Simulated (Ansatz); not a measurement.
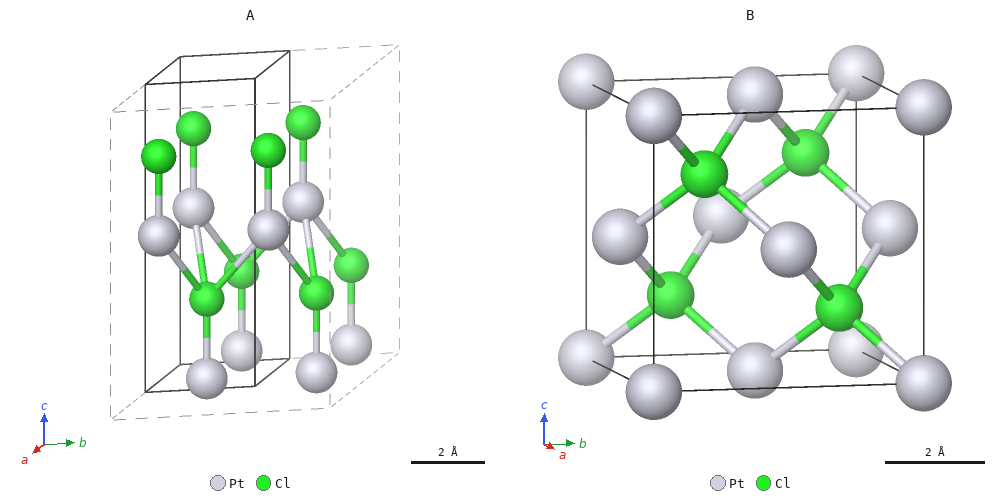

Two structures of PtCl, each relaxed to rest (conventional cells in solid outline, small ones repeated, not to one scale). Method: Ansatz 0.2.0, DFT PBE, scalar-relativistic, plane waves, PAW, without spin polarisation.

Which two forms are compared?

A: 4 atoms a cell on a primitive hexagonal lattice, P6_3mc. B: zinc blende (sphalerite type), F-43m.

A or B: which is lower in energy?

A is lower, by 245 meV/atom at this level of theory (energies at zero smearing). Volumes: A 18.1, B 22.7 Å³/atom.

One or both may be structure types tried for this composition rather than known phases.
